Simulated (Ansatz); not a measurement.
A series of calculations on CH₃BF₂OS

**1. Relaxation**

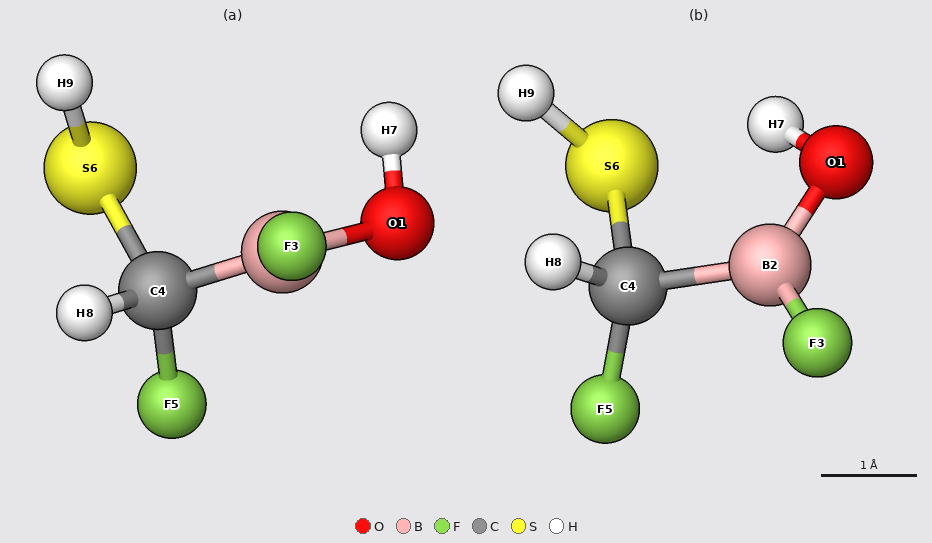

The structure of CH₃BF₂OS before (left) and after (right) a relaxation, at one scale.

Style: ball-and-stick. Shown at a tilt.

The run prepares an end point of a later path (torsion) calculation, from a guessed geometry.

Method: Ansatz 0.2.0, RKS PBE0/STO-3G. Set-up: no spin polarisation; force threshold 0.015 eV/Å; at most 40 steps.

Q: What changed between the two?

A: The largest move after the best rigid fit is that of F3, 1.26 Å. Largest moves by element: F 1.26 Å, O 0.85 Å, H 0.84 Å, S 0.61 Å, B 0.29 Å, C 0.15 Å. Among the contacts that change: S6–H7 3.250 → 1.979 Å, O1–B2 1.484 → 1.355 Å, B2–C4 1.529 → 1.641 Å, B2–F3 1.432 → 1.321 Å. Bond angles that change, for instance: B2–C4–S6 113.9° → 106.1°, O1–B2–C4 121.1° → 116.9°, F5–C4–H8 105.4° → 108.5°. Groups turn about O1–B2 by about 90°, B2–C4 by about 70°, C4–S6 by about 45°. The energy falls by 1.841 eV in 20 accepted moves (21 points after the start). Largest force component: 5.1 eV/Å at the start, 0.0056 eV/Å at the end. The line search rejected the trial step at point 17 of the run.

Limits of the set-up: STO-3G is a minimal basis, so the numbers are rough.

**2. Relaxation**

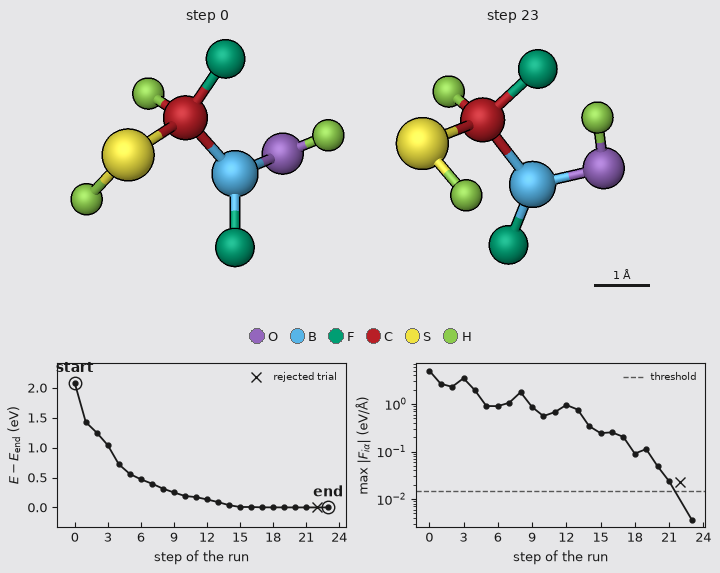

First and last geometry of a relaxation of CH3BF2OS, with the history of the run. Style: ball-and-stick. Shown from a free direction.

The run prepares an end point of a later path (torsion) calculation, from a guessed geometry.

Computed with RKS PBE0/STO-3G in Ansatz.

Input file:
```yaml
crystal:
  periodic: [false, false, false]
  atoms:
    - { symbol: O, position_ang: [1.76, -0.2976, -0.8101] }
    - { symbol: B, position_ang: [0.5327, -0.7407, -0.1029] }
    - { symbol: F, position_ang: [0.6113, -1.903, 0.7297] }
    - { symbol: C, position_ang: [-0.7941, -0.0031, -0.2838] }
    - { symbol: F, position_ang: [-0.68467, 1.35566, 0.09787] }
    - { symbol: S, position_ang: [-2.18817, -0.76489, 0.60503] }
    - { symbol: H, position_ang: [2.1624, 0.3967, -0.1997] }
    - { symbol: H, position_ang: [-1.06976, 0.01406, -1.37995] }
    - { symbol: H, position_ang: [-2.17584, -1.96117, -0.21517] }
basis:
  gaussian: { orbitals: STO-3G }
hamiltonian:
  xc: pbe0
relax:
  f_tol: 0.015
  max_steps: 40
```

Command:
```bash
ansatz run input.yaml --threads 1 --pin off --max-ram 2048MiB --backend cpu --events-out ev --progress --plain --runs-dir out
```

Question: What do the curves and the structures tell?

Answer: It converged. The atom that moves furthest after the best rigid fit is H9 (1.78 Å). By element the largest moves are H 1.78 Å, F 1.42 Å, O 1.04 Å, S 0.42 Å, B 0.40 Å, C 0.39 Å. Among the contacts that change: O1–B2 1.484 → 1.355 Å, B2–F3 1.432 → 1.318 Å, B2–C4 1.529 → 1.628 Å, S6–H9 1.451 → 1.357 Å. Bond angles that change, for instance: O1–B2–C4 121.1° → 110.3°, B2–C4–F5 111.4° → 100.8°, B2–O1–H7 104.3° → 97.9°. Groups turn about C4–S6 by about 105°, O1–B2 by about 85°, B2–C4 by about 60°. After 22 accepted moves (23 points after the start) the energy has fallen by 2.079 eV. The largest force component goes from 5 to 0.0037 eV/Å. The line search rejected the trial step at point 22 of the run.

Limits of the set-up: STO-3G is a minimal basis, so the numbers are rough.

**3. Path**

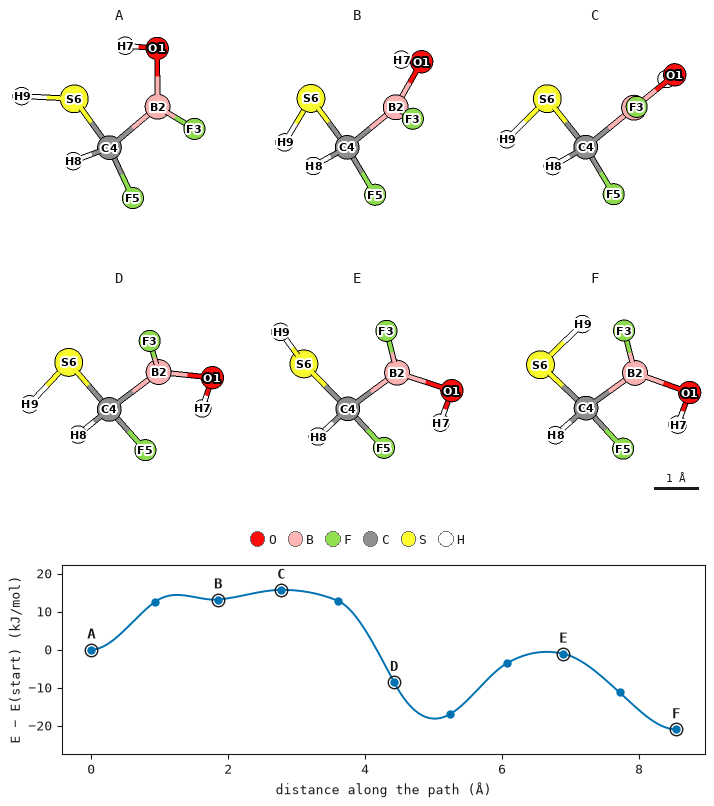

NEB run on CH3BF2OS. Images are numbered from 0 (start) to 10 (end). Frames A to F are images 0, 2, 3, 5, 8, 10. The picture is a ball-and-stick view, seen at a tilt.

These are results of RKS PBE0/STO-3G (Ansatz), not measurements. Settings: 9 movable images; climbing image; force threshold 0.05 eV/Å; iteration limit 60; starting path through a guess of the saddle point.

**Read off the barrier and say what moves.**

The energy climbs by 15.7 kJ/mol to image 3 and then falls by 36.7 kJ/mol, so the end point sits at −21.0 kJ/mol. The profile has 2 maxima (images 3, 8) with a dip at image 6 (−16.9 kJ/mol), so the process runs in steps. The path has more than one stage, and so few images may leave a stage unresolved. No bond forms or breaks between the ends. Among the angles between lasting bonds that change up to the highest image: B2–O1–H7 102.0° → 107.9°, O1–B2–C4 116.9° → 121.4°. The band converged in 21 iterations. The largest component of the band force went from 50 to 0.044 eV/Å. The climbing image converged on the top of the path. Its vibrational analysis gives one imaginary mode (50i cm⁻¹), as a transition state must have.

Limits of the set-up: STO-3G is a minimal basis, so the numbers are rough.
